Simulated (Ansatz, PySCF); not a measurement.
CHN (SMILES C#N) and C2H3N (SMILES CC#N) are pulled apart as rigid monomers along the line of their centres of mass, from the B3LYP-D3(BJ)/def2-TZVP minimum. Starting geometry (charge 0, multiplicity 1):
```tsv
atom	x (Å)	y (Å)	z (Å)
C	0.3363	0.2915	0.2805
N	-0.6058	-0.3462	0.1386
H	1.2105	0.8808	0.4501
C	-0.6669	-0.6301	3.6911
C	0.5012	0.1942	3.4362
N	1.4189	0.8444	3.1966
H	-1.3786	-0.0924	4.3176
H	-1.1421	-0.8780	2.7404
H	-0.3754	-1.5512	4.1959
```

Interaction energies with rigid monomers; basis-set methods are counterpoise corrected unless marked otherwise.

Rows in 6-31G* carry no dispersion term and start afresh at each structure (6-31G* with six Cartesian d functions). MP2/6-31G* freezes PySCF's default core.

Programs: Ansatz (Gaussian basis) for Hartree–Fock, density functionals and correlated methods; PySCF for 6-31G* rows, the dispersion terms. Values without a source in brackets are computed.

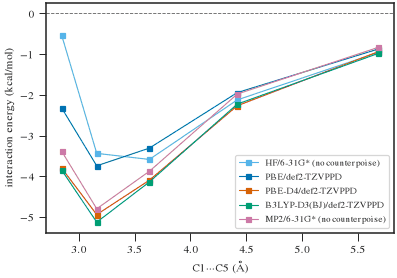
Fig. 1. Interaction energy against separation

Problem. Which level binds most strongly at C1···C5 = 3.16, and by how much?

Solution. B3LYP-D3(BJ)/def2-TZVPPD, -5.1 kcal/mol.

Ansatz is a first-principles code.
